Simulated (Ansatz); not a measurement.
## Single-point calculation of C2H6ClNSi

C2H6ClNSi, computed with RKS PBE0-D4/def2-TZVPP (Ansatz 0.2.0).

The geometry comes from this level: PBE0-D4/def2-TZVP.

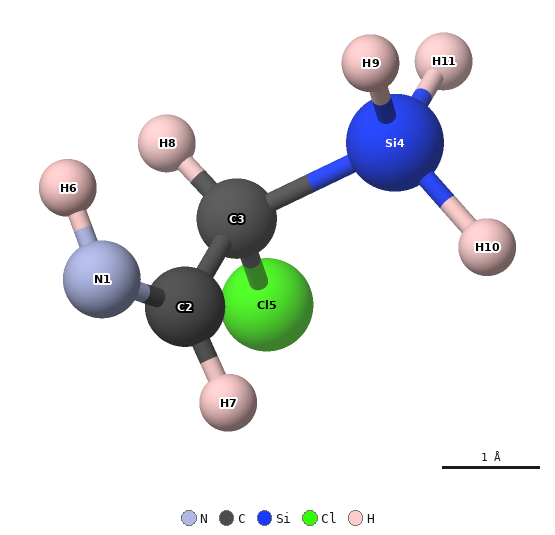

Figure 1. The structure (ball-and-stick view, seen at a tilt; atoms are numbered from 1 in the order of the input). Bond lengths as drawn: C–C 1.49 Å, C–Cl 1.79 Å, C–H 1.09 Å, C–N 1.26 Å, C–Si 1.90 Å, H–N 1.02 Å and H–Si 1.48 to 1.49 Å.

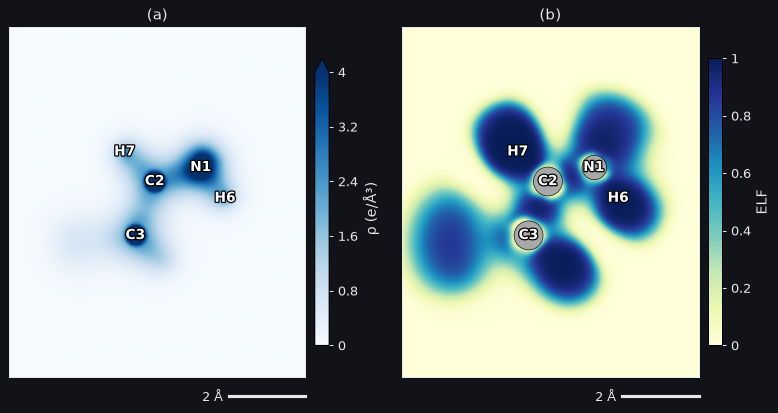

Figure 2. (a) total electron density; (b) electron localisation function on the plane of atoms C2, N1 and H6. Grey discs, where drawn, cover atomic cores. Atoms in the plane: N, C and H.

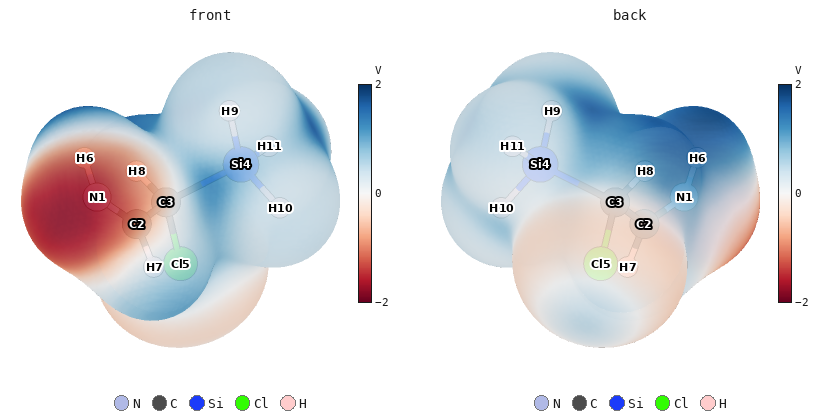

Figure 3. The molecular electrostatic potential painted on the density surface at 0.002 e/bohr³, seen at a tilt and from behind; the colour scale runs from red (negative) to blue (positive).

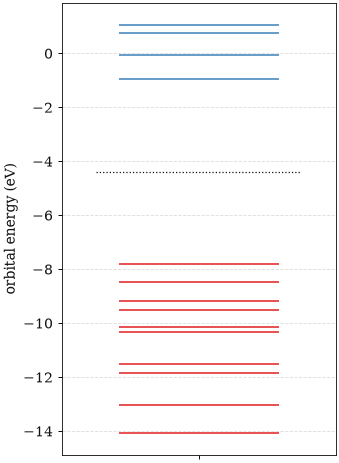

Figure 4. Orbital energies near the frontier; the dotted line parts filled from empty levels, and levels within 0.02 eV of each other stand side by side. Highest filled −7.82 eV, lowest empty −0.93 eV, 6.89 eV apart.

The input that produced these results follows, with the program's output.

The input
```yaml
crystal:
  periodic: [false, false, false]
  atoms:
    - {symbol: N, position_ang: [0.344136, 0.567172, 2.179749]}
    - {symbol: C, position_ang: [0.790723, 0.050328, 1.118330]}
    - {symbol: C, position_ang: [0.000595, -0.690357, 0.087958]}
    - {symbol: Si, position_ang: [-0.491613, 0.444118, -1.357804]}
    - {symbol: Cl, position_ang: [0.960334, -2.040162, -0.596772]}
    - {symbol: H, position_ang: [-0.653564, 0.377382, 2.298099]}
    - {symbol: H, position_ang: [1.851262, 0.179483, 0.885476]}
    - {symbol: H, position_ang: [-0.894104, -1.128461, 0.535898]}
    - {symbol: H, position_ang: [-1.368480, 1.519794, -0.826745]}
    - {symbol: H, position_ang: [0.742598, 1.026555, -1.936149]}
    - {symbol: H, position_ang: [-1.216686, -0.362949, -2.367540]}
basis:
  gaussian: {orbitals: def2-TZVPP}
hamiltonian: {xc: pbe0, dispersion: d4}
output: {orbitals: {seedname: orbitals}}
```

Command:
```bash
ansatz run in.yaml --threads 4 --pin off --events-out ev --progress --plain --max-ram 10444MiB
```

Output
```
Functional definition: PBE0
  name "PBE0"
  cite "Adamo & Barone, J. Chem. Phys. 110, 6158 (1999) doi:10.1063/1.478522"
  cite "Perdew, Burke & Ernzerhof, Phys. Rev. Lett. 77, 3865 (1996) doi:10.1103/PhysRevLett.77.3865"
  parent pbe
  parameter a = 0.25
  parameter kappa = 0.804
  parameter beta = 0.06672455060314922
  exchange = (1 - a)*pbe_x(kappa = kappa, mu = beta*pi^2/3) + a*exact_x
  correlation = pbe_c(beta = beta)
1485 factors; their error is unknown
mean field evaluation 1: about -24045.1887 eV, gradient 5.3e1 eV
mean field evaluation 2: about -24038.7550 eV, gradient 7.3e1 eV
mean field evaluation 4: about -24051.3391 eV, gradient 7.5e0 eV
mean field evaluation 8: about -24051.4599 eV, gradient 3.1e-1 eV
mean field evaluation 16: about -24051.5074 eV, gradient 1.3e-4 eV
mean field -24051.50742268 eV, -883.8765950863 hartree, gradient 2.8e-5 eV, S^2 0.000000; 0 other end points of the search recorded, 0 dependent functions left out
reference -24051.50745437 eV, -883.8765962509 hartree; 28, 28 occupied and 233, 233 virtual orbitals, 1485 factors
Total energy: -24051.73719291 eV, -883.8850389866 hartree
```

Key numbers

| quantity | value |
| --- | --- |
| outcome | converged |
| total energy | −24051.7372 eV |
| mean-field energy | −24051.5075 eV |
| dispersion energy | −0.2297 eV |
| SCF solution under orbital rotations | stable |
| HOMO | −7.82 eV |
| LUMO | −0.93 eV |
| hardware | 4 threads of Arm Neoverse V2, 23 GiB of memory available, shared host |
| wall time | 3.9 s (CPU time 14 s) |
| peak memory | 0.7 GiB |
